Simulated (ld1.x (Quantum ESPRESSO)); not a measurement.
# Pseudopotential generation for Si: TM, PBE

Aim: build the potential from the settings below, then test how well it stands in for the atom: other configurations, scattering, ghost states and the plane-wave cutoff that it needs.

Program: ld1.x (Quantum ESPRESSO) 7.5. Reference atom: PBE, scalar-relativistic, spherical and spin-unpolarised. All values are calculated.

## 1. The design

The settings as typed:

```json
{
 "element": "silicon (Si, Z = 14)",
 "type": "norm-conserving Troullier–Martins (Kleinman–Bylander form)",
 "frozen core": "[Ne]",
 "valence charge": "4",
 "reference configuration": "3s2 3p2",
 "partial waves": "3s (bound): rc 1.95 bohr; 3d channel at -0.15 Ry: rc 2.00 bohr; 3p (bound): rc 2.60 bohr",
 "local potential": "the p channel",
 "core correction": "not asked for"
}
```

## 2. Generating the potential

File Si.in:

```
 &input
   title='Si', zed=14., rel=1, dft='PBE', iswitch=3,
   config='[Ne] 3s2 3p2 3d-2',
   nld=3, rlderiv=2.85, eminld=-3.0, emaxld=5.0, deld=0.02
 /
 &inputp
   pseudotype=2, tm=.true., lloc=1,
   nlcc=.false.,
   file_pseudopw='Si.UPF', file_wfcaegen='ae.wfc', file_wfcncgen='nc.wfc', file_beta='beta', file_chi='chi'
 /
3
3S  1  0   2.00   0.00  1.95  1.95  0.0
3D  3  2  -2.00  -0.15  2.00  2.00  0.0
3P  2  1   2.00   0.00  2.60  2.60  0.0
 &test
   configts(1)='3s2 3p2'
 /
```

Launch:

```bash
$ ld1.x < Si.in > Si.out
```

The output, Si.out (without the banner and most projector matrices):

```text
     Program LD1 v.7.5
     --------------------------- All-electron run ----------------------------

     Si
     scalar relativistic calculation

     atomic number is 14.00
     dft =PBE   lsd =0 sic =0 latt =0  beta=0.20 tr2=1.0E-14
     Exchange-correlation= PBE
                           (   1   4   3   4   0   0   0)
     mesh =1141 r(mesh) = 100.57892 a.u. xmin = -7.00 dx = 0.01250
     1 Ry =  13.60569312 eV, c = 137.03599908

     n l     nl                  e(Ry)          e(Ha)          e(eV)
     1 0     1S 1( 2.00)      -131.2640       -65.6320     -1785.9374
     2 0     2S 1( 2.00)       -10.2531        -5.1266      -139.5006
     2 1     2P 1( 6.00)        -7.0235        -3.5117       -95.5594
     3 0     3S 1( 2.00)        -0.7947        -0.3974       -10.8128
     3 1     3P 1( 2.00)        -0.3000        -0.1500        -4.0812

     final scf error:  5.1E-15 reached in  24 iterations

     Etot =    -579.674871 Ry,    -289.837435 Ha,   -7886.878406 eV

     Ekin =     581.106155 Ry,     290.553077 Ha,    7906.352011 eV
     Encl =   -1383.798685 Ry,    -691.899343 Ha,  -18827.540255 eV
     Eh   =     264.316384 Ry,     132.158192 Ha,    3596.207606 eV
     Exc  =     -41.298724 Ry,     -20.649362 Ha,    -561.897768 eV

     normalization and overlap integrals

     s(1S/1S) =  1.000000  <r> =   0.1113  <r2> =    0.0167  r(max) =   0.0723
     s(2S/2S) =  1.000000  <r> =   0.5680  <r2> =    0.3856  r(max) =   0.4543
     s(2P/2P) =  1.000000  <r> =   0.5376  <r2> =    0.3649  r(max) =   0.3861
     s(3S/3S) =  1.000000  <r> =   2.1632  <r2> =    5.4537  r(max) =   1.7967
     s(3P/3P) =  1.000000  <r> =   2.7953  <r2> =    9.4191  r(max) =   2.1672

     ------------------------ End of All-electron run ------------------------

     --------------------- Generating NC pseudopotential ---------------------

      Generating local pot.: lloc=1, matching radius rcloc =   2.6000

      Wfc   3S  rcut= 1.937  Using Troullier-Martins method

      Wfc   3D  rcut= 1.986  Using Troullier-Martins method

     ------------------- End of pseudopotential generation -------------------

     [... the all-electron block is printed once more ...]


     Computing logarithmic derivative in   2.83548
     Computing logarithmic derivative in   2.83548
     Computing the partial wave expansion
     R is outside the sphere for l=    0 j= 0.00
       no projector for channel:   1
     R is outside the sphere for l=    2 j= 0.00

     ---------------------- Testing the pseudopotential ----------------------

     Si
     scalar relativistic calculation

     atomic number is 14.00   valence charge is  4.00
     dft =PBE   lsd =0 sic =0 latt =0  beta=0.20 tr2=1.0E-14
     mesh =1141 r(mesh) = 100.57892 xmin = -7.00 dx = 0.01250

     n l     nl             e AE (Ry)        e PS (Ry)    De AE-PS (Ry)
     1 0     3S   1( 2.00)       -0.79473       -0.79473        0.00000
     2 1     3P   1( 2.00)       -0.29996       -0.29997        0.00000

     eps = 9.3E-15  iter = 10

     Etot =    -579.674871 Ry,    -289.837435 Ha,   -7886.878406 eV
     Etotps =    -7.485510 Ry,      -3.742755 Ha,    -101.845552 eV

     Ekin =       2.540936 Ry,       1.270468 Ha,      34.571197 eV
     Encl =     -14.225551 Ry,      -7.112776 Ha,    -193.548483 eV
     Ehrt =       5.869516 Ry,       2.934758 Ha,      79.858837 eV
     Ecxc =      -1.969019 Ry,      -0.984509 Ha,     -26.789867 eV
     Epseu=       0.298608 Ry,       0.149304 Ha,       4.062764 eV

     ---------------------- End of pseudopotential test ----------------------
```

It took 1 s on 1 thread, shared host. (Generation and the later configuration tests together.)

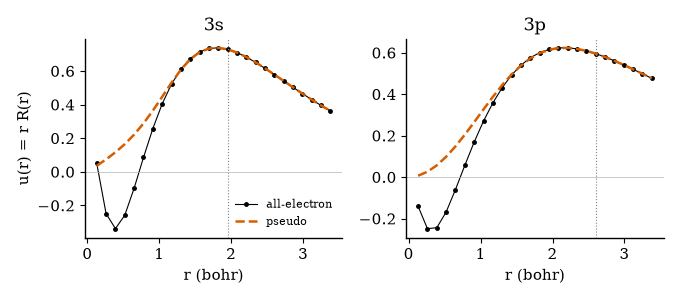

Bound waves of the atom and their pseudo partners (3s, 3p), with the matching radii dotted. The curves join 26 sampled radii.

## 3. Testing the new file in other configurations

File Si.test.in:

```
 &input
   title='Si', zed=14., rel=1, dft='PBE', iswitch=2,
   config='[Ne] 3s2 3p2 3d-2'
 /
 &test
   file_pseudo='Si.UPF', nconf=8,
   configts(1)='3s2 3p2',
   configts(2)='3s2 3p1',
   configts(3)='3s2 3p0',
   configts(4)='3s1 3p0',
   configts(5)='3s2 3p1.5',
   configts(6)='3s1 3p2',
   configts(7)='3s2 3p2.3',
   configts(8)='3s1 3p3'
 /
```

Launch:

```bash
$ ld1.x < Si.test.in > Si.test.out
```

Si.test.out, the pseudopotential blocks:

```text
     ---------------------- Testing the pseudopotential ----------------------

     Si
     scalar relativistic calculation

     atomic number is 14.00   valence charge is  4.00
     dft =PBE   lsd =0 sic =0 latt =0  beta=0.20 tr2=1.0E-14
     mesh =1141 r(mesh) = 100.57892 xmin = -7.00 dx = 0.01250

     n l     nl             e AE (Ry)        e PS (Ry)    De AE-PS (Ry)
     1 0     3S   1( 2.00)       -0.79473       -0.79473        0.00000
     2 1     3P   1( 2.00)       -0.29996       -0.29997        0.00000

     eps = 9.9E-15  iter = 10

     Etot =    -579.674871 Ry,    -289.837436 Ha,   -7886.878407 eV
     Etotps =    -7.485510 Ry,      -3.742755 Ha,    -101.845552 eV

     Ekin =       2.540936 Ry,       1.270468 Ha,      34.571197 eV
     Encl =     -14.225551 Ry,      -7.112776 Ha,    -193.548483 eV
     Ehrt =       5.869516 Ry,       2.934758 Ha,      79.858837 eV
     Ecxc =      -1.969019 Ry,      -0.984509 Ha,     -26.789867 eV
     Epseu=       0.298608 Ry,       0.149304 Ha,       4.062764 eV

     ---------------------- End of pseudopotential test ----------------------

     ---------------------- Testing the pseudopotential ----------------------

     Si
     [...]
     n l     nl             e AE (Ry)        e PS (Ry)    De AE-PS (Ry)
     1 0     3S   1( 2.00)       -1.39899       -1.39887       -0.00013
     2 1     3P   1( 1.00)       -0.85670       -0.85670        0.00001

     eps = 3.1E-16  iter = 11

     Etot =    -579.105988 Ry,    -289.552994 Ha,   -7879.138356 eV
     Etotps =    -6.916604 Ry,      -3.458302 Ha,     -94.105194 eV
     dEtot_ae =       0.568883 Ry
     dEtot_ps =       0.568906 Ry,   Delta E=      -0.000023 Ry

     [...]
     ---------------------- End of pseudopotential test ----------------------

     ---------------------- Testing the pseudopotential ----------------------

     Si
     [...]
     n l     nl             e AE (Ry)        e PS (Ry)    De AE-PS (Ry)
     1 0     3S   1( 2.00)       -2.09735       -2.09672       -0.00063
     2 1     3P   1( 0.00)       -1.50702       -1.50702        0.00001

     eps = 9.9E-15  iter = 14

     Etot =    -577.930541 Ry,    -288.965270 Ha,   -7863.145587 eV
     Etotps =    -5.741072 Ry,      -2.870536 Ha,     -78.111260 eV
     dEtot_ae =       1.744330 Ry
     dEtot_ps =       1.744438 Ry,   Delta E=      -0.000108 Ry

     [...]
     ---------------------- End of pseudopotential test ----------------------

     ---------------------- Testing the pseudopotential ----------------------

     Si
     [...]
     n l     nl             e AE (Ry)        e PS (Ry)    De AE-PS (Ry)
     1 0     3S   1( 1.00)       -2.90231       -2.88952       -0.01279  !
     2 1     3P   1( 0.00)       -2.26278       -2.25513       -0.00765  !

     eps = 5.1E-15  iter =  9

     Etot =    -575.433693 Ry,    -287.716847 Ha,   -7829.174246 eV
     Etotps =    -3.248692 Ry,      -1.624346 Ha,     -44.200707 eV
     dEtot_ae =       4.241178 Ry
     dEtot_ps =       4.236818 Ry,   Delta E=       0.004360 Ry

     [...]
     ---------------------- End of pseudopotential test ----------------------

     ---------------------- Testing the pseudopotential ----------------------

     Si
     [...]
     n l     nl             e AE (Ry)        e PS (Ry)    De AE-PS (Ry)
     1 0     3S   1( 2.00)       -1.08246       -1.08241       -0.00005
     2 1     3P   1( 1.50)       -0.56422       -0.56421       -0.00001

     eps = 2.6E-15  iter =  9

     Etot =    -579.460145 Ry,    -289.730073 Ha,   -7883.956911 eV
     Etotps =    -7.270777 Ry,      -3.635388 Ha,     -98.923957 eV
     dEtot_ae =       0.214726 Ry
     dEtot_ps =       0.214733 Ry,   Delta E=      -0.000007 Ry

     [...]
     ---------------------- End of pseudopotential test ----------------------

     ---------------------- Testing the pseudopotential ----------------------

     Si
     [...]
     n l     nl             e AE (Ry)        e PS (Ry)    De AE-PS (Ry)
     1 0     3S   1( 1.00)       -1.45287       -1.45128       -0.00159
     2 1     3P   1( 2.00)       -0.90305       -0.90259       -0.00046

     eps = 2.9E-15  iter = 14

     Etot =    -578.559853 Ry,    -289.279926 Ha,   -7871.707807 eV
     Etotps =    -6.371075 Ry,      -3.185538 Ha,     -86.682893 eV
     dEtot_ae =       1.115019 Ry
     dEtot_ps =       1.114435 Ry,   Delta E=       0.000584 Ry

     [...]
     ---------------------- End of pseudopotential test ----------------------

     ---------------------- Testing the pseudopotential ----------------------

     Si
     [...]
     n l     nl             e AE (Ry)        e PS (Ry)    De AE-PS (Ry)
     1 0     3S   1( 2.00)       -0.63967       -0.63969        0.00003
     2 1     3P   1( 2.30)       -0.15822       -0.15824        0.00001

     eps = 5.8E-16  iter = 11

     Etot =    -579.743236 Ry,    -289.871618 Ha,   -7887.808558 eV
     Etotps =    -7.553881 Ry,      -3.776940 Ha,    -102.775784 eV
     dEtot_ae =      -0.068365 Ry
     dEtot_ps =      -0.068371 Ry,   Delta E=       0.000006 Ry

     [...]
     ---------------------- End of pseudopotential test ----------------------

     ---------------------- Testing the pseudopotential ----------------------

     Si
     [...]
     n l     nl             e AE (Ry)        e PS (Ry)    De AE-PS (Ry)
     1 0     3S   1( 1.00)       -0.84977       -0.84896       -0.00080
     2 1     3P   1( 3.00)       -0.34314       -0.34299       -0.00015

     eps = 8.8E-15  iter = 14

     Etot =    -579.174028 Ry,    -289.587014 Ha,   -7880.064086 eV
     Etotps =    -6.984979 Ry,      -3.492490 Ha,     -95.035487 eV
     dEtot_ae =       0.500843 Ry
     dEtot_ps =       0.500531 Ry,   Delta E=       0.000313 Ry

     [...]
     ---------------------- End of pseudopotential test ----------------------
```

Excitation and ionisation energies from 3s2 3p2, with the error of the potential.

```tsv
valence configuration	charge	ΔE all-electron (eV)	error AE − PS (meV)
3s2 3p1	+1	7.740	-0.3
3s2 3p0	+2	23.733	-1.5
3s1 3p0	+3	57.704	+59
3s2 3p1.5	+0.5	2.921	-0.1
3s1 3p2	+1	15.171	+7.9
3s2 3p2.3	-0.3	-0.930	+0.1
3s1 3p3	0	6.814	+4.3
```

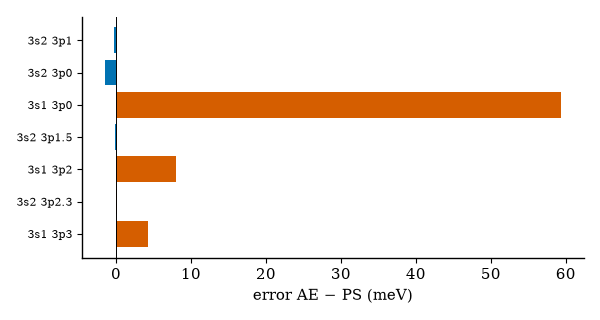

Error of the potential in each test configuration.

## 4. Does it scatter like the atom?

Taken from the files of the generation run. The phase is arctan(r·u′/u) with u = r·R, unwrapped, with energies in Ry. A pole is an energy at which the radial function vanishes at the test radius. The pseudo phase is shifted by a multiple of π to meet the all-electron one at the reference energy. Levels narrower than the energy grid can be missing from the poles. The last column is the largest difference on the grid between −1 and +1 Ry.

| channel | radius (bohr) | reference (Ry) | poles AE | poles PS | window around the reference with phases within 0.05 rad (Ry) | largest difference near zero (rad) |
| --- | --- | --- | --- | --- | --- | --- |
| s | 2.83 | -0.79 | -0.16 | -0.16 | below 1.8 | 0.004 |
| p | 2.83 | -0.30 | 0.64 | 0.63 | below 2.2 | 0.004 |
| d | 2.83 | -0.15 | 1.66 | 1.67 | below 3.1 | 0.001 |

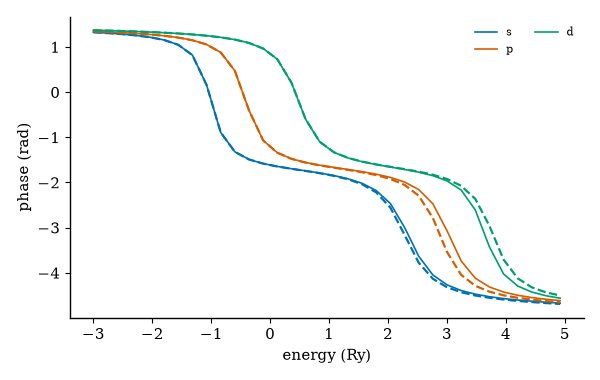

Phases by channel: all-electron solid, pseudo dashed.

## 5. Cutoff and ghost test in a Bessel basis

A separate test, outside the generator: the pseudo-atom's Hamiltonian at the reference potential is diagonalised in spherical Bessel functions j_l(qr) that vanish at 20 bohr, with q² up to the cutoff.

All-electron valence levels (Ry): 3s -0.7947, 3p -0.3000. The lowest levels of each channel (Ry) by cutoff; the last column sums, over occupied levels, occupation times the distance from the level at 400 Ry. A positive value at high cutoff is not a bound level.

| cutoff (Ry) | s #1 | d #1 | p #1 | f #1 | Σ f·Δε (mRy) |
| --- | --- | --- | --- | --- | --- |
| 8 | -0.7698 | 0.0550 | -0.2997 | 0.1093 | 50.3 |
| 10 | -0.7834 | 0.0549 | -0.2998 | 0.1093 | 22.9 |
| 15 | -0.7917 | 0.0548 | -0.2999 | 0.1093 | 6.1 |
| 18 | -0.7920 | 0.0547 | -0.3000 | 0.1093 | 5.5 |
| 25 | -0.7928 | 0.0546 | -0.3000 | 0.1093 | 3.8 |
| 30 | -0.7939 | 0.0546 | -0.3000 | 0.1093 | 1.8 |
| 35 | -0.7945 | 0.0546 | -0.3000 | 0.1093 | 0.5 |
| 40 | -0.7946 | 0.0546 | -0.3000 | 0.1093 | 0.2 |
| 45 | -0.7946 | 0.0546 | -0.3000 | 0.1093 | 0.2 |
| 400 | -0.7947 | 0.0546 | -0.3000 | 0.1093 | 0.0 |

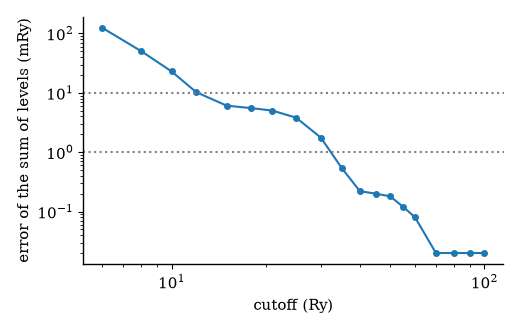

Occupation-weighted error of the valence levels against the cutoff; the dotted lines mark 10 and 1 mRy.

The sum stays within 10 mRy from 15 Ry and within 1 mRy from 35 Ry. The sum leaves out empty levels, which can need more. Ghost test: no level below the all-electron spectrum of its channel (s, d, p, f tested).

## 6. What came out

| quantity | value |
| --- | --- |
| cutoffs for 10 and 1 mRy, occupied levels | 15 Ry and 35 Ry |
| bound ghosts | none found |
| largest test error (AE − PS) | +59 meV, for 3s1 3p0 |
| largest phase difference near zero energy, channels read | 0.004 rad |

By total energies transferability is fair: the largest error is 59 meV on 57.7 eV, for 3s1 3p0. That test lies far up in energy; among those under 40 eV, nearer to bonding, the largest error is 7.9 meV. The potential is soft on the atom at that tolerance: the looser tolerance needs 15 Ry. The slowest occupied level is 3s: taken alone it needs 30 Ry to come within 1 mRy, against 8 Ry for 3p. It is free of bound ghosts as far as tested. Near zero energy the phases of the channels with partial waves agree within 0.004 rad.
